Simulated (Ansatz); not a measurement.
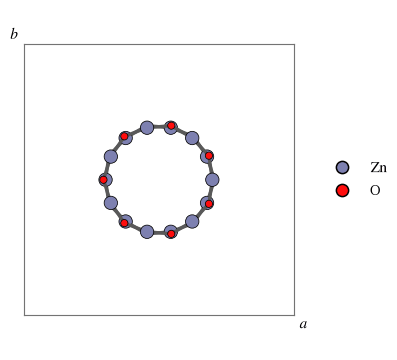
Figure. 1 relaxed period of a body that repeats along c, seen along c; the cell edge a is 18.5 Å long

Level of theory: PBE (plane waves to 420 eV, PAW; Ansatz, a program for electronic structure). Mesh 1×1×6. No spin polarisation. Periodic along z alone, with about 11 Å of vacuum beside it. A model structure. Symmetry and one short period hold its shape; lower forms weren't sought.

Question: What is drawn, and how wide is it?

Answer: This is not unique; one that fits is (7,0) ZnO nanotube. A hypothetical model, rolled from the flat sheet.
It measures about 8 Å across, from nucleus to nucleus.
